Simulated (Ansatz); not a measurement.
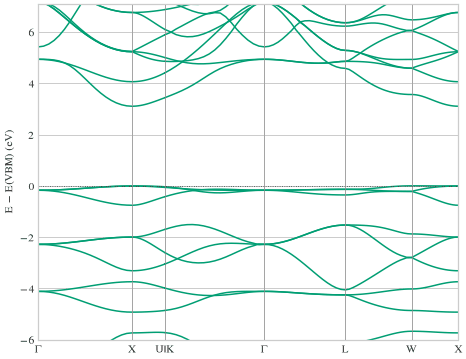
Figure: Band structure from r²SCAN (plane waves, PAW; program Ansatz)

Question: Read off the gap and where the band edges lie.

Answer: About 3.1 eV (3.10 eV by a search for the band edges); maximum at W, minimum at X.

The material is Ca$_{2}$H$_{6}$Os in space group Fm-3m (No. 225; Ca on 8c, H on 24e, Os on 4a).

The workflow started from a Materials Project entry (that database holds measured and hypothetical structures alike); the Crystallography Open Database copy checked does not list it. Whether it is the stable phase at ambient conditions was not checked. The r²SCAN relaxation kept the symmetry of its start; its stability against distortions is not shown here. No spin polarisation was allowed. Spin–orbit coupling is left out wherever it is not named.

Potentials: the later of the program's two PAW sets.
